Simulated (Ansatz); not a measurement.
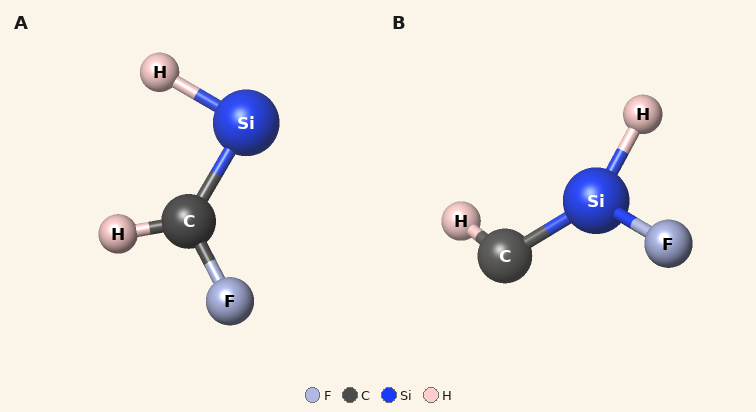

2 stationary structures of one formula. Charge −1, singlet. Geometries: PBE0-D4/def2-TZVPD. Electronic energies: RHF-CCSD(T) (frozen core)/def2-TZVPPD (Ansatz 0.2.0), without zero-point energy. No frequency run is at hand to confirm each as a minimum.

**Rank them by energy, lowest first.**

B is lowest (Cs); A lies 14.8 kcal/mol above it (Cs).

Give E(B) − E(A) in kcal/mol at these levels too: PBE-D4/def2-TZVPPD; B3LYP-D4/def2-TZVPPD; PBE0-D4/def2-TZVPD; PBE0-D4/def2-TZVPPD; r2SCAN-D4/def2-TZVPPD; RHF-CCSD(T) (frozen core)/def2-TZVPPD; ωB97M-V/def2-TZVPPD.

```tsv
level	E(B) − E(A) (kcal/mol)
PBE-D4/def2-TZVPPD	−11.6
B3LYP-D4/def2-TZVPPD	−13.1
PBE0-D4/def2-TZVPD	−11.3
PBE0-D4/def2-TZVPPD	−11.5
r2SCAN-D4/def2-TZVPPD	−14.8
RHF-CCSD(T) (frozen core)/def2-TZVPPD	−14.8
ωB97M-V/def2-TZVPPD	−12.8
```
